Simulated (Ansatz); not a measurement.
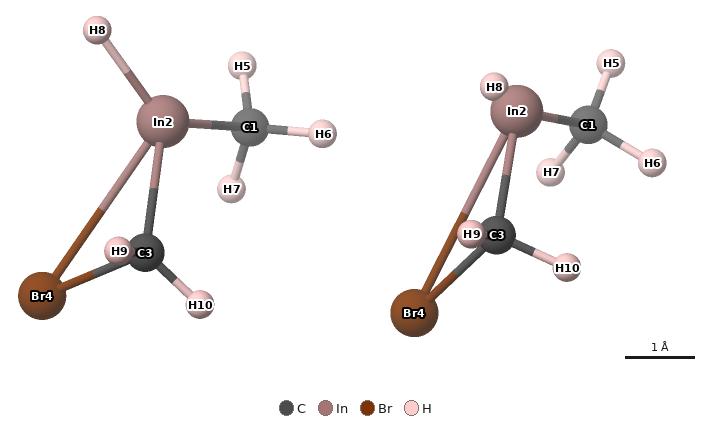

Two geometries of C2H6BrIn (coarse preliminary run), drawn at one scale. One is the start of a relaxation, the other its converged end. A ball-and-stick model, seen from a free direction.

Theory: RKS PBE-D4/def2-SVP (Ansatz). Set-up: force threshold 0.03 eV/Å; at most 200 steps.

Question: Which of the two is the end point?

Answer: The left one is the relaxed one. The start comes from a force field. The largest move after the best rigid fit is that of H8, 1.10 Å. Largest moves by element: H 1.10 Å, Br 0.37 Å, C 0.36 Å, In 0.16 Å. Among the contacts that change: In2–H8 0.504 → 1.743 Å, C1–In2 1.888 → 2.176 Å, In2–C3 1.993 → 2.209 Å, In2–Br4 3.315 → 3.099 Å. Bond angles that change, for instance: In2–C3–Br4 114.5° → 94.8°, In2–C3–H10 105.4° → 117.9°, In2–C1–H5 122.0° → 111.7°. After 16 accepted moves (17 points after the start) the energy has fallen by 11854.9 kJ/mol. The largest force component goes from 670 to 0.008 eV/Å. The line search rejected the trial step at point 16 of the run.
